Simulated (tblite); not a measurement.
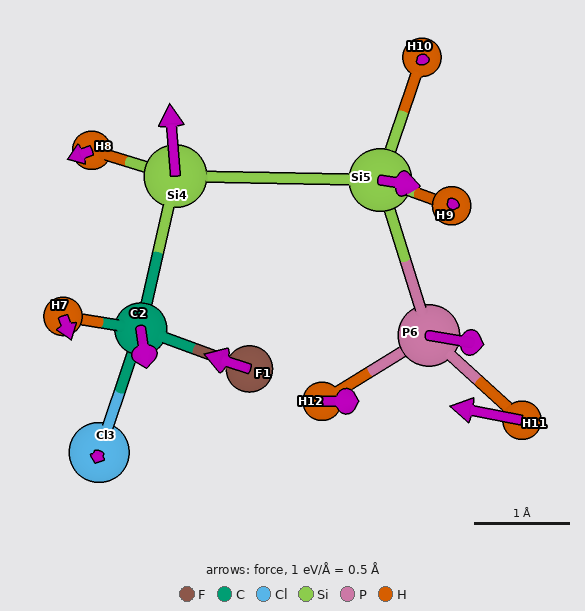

Starting geometry of CH6ClFPSi2 (multiplicity 2) with the computed forces as purple arrows. A ball-and-stick model, seen at a tilt.

Theory: GFN2-xTB geometry optimisation, gas phase in tblite. 

Is this structure relaxed? If not, where do the atoms go?

Answer. It isn't relaxed: the largest force vector, on P6, is 1.94 eV/Å. The final displacements follow the starting forces only in part (cosine between the two patterns 0.37). The largest move after the best rigid fit is that of H11, 1.21 Å. By element the largest moves are H 1.21 Å, P 0.39 Å, Cl 0.37 Å, F 0.20 Å, Si 0.17 Å, C 0.08 Å. Some distances before and after: Si4–Si5 2.228 → 2.310 Å, C2–Si4 1.863 → 1.944 Å, P6–H11 1.455 → 1.382 Å, Si5–P6 2.194 → 2.246 Å. Bond angles that change, for instance: H11–P6–H12 113.1° → 93.0°, Si5–P6–H12 114.8° → 95.8°, Si5–P6–H11 110.9° → 95.5°. The energy falls by 1.058 eV in 98 geometry steps. Cost: 0.63 s on 1 thread of Arm Neoverse V2 (shared host).
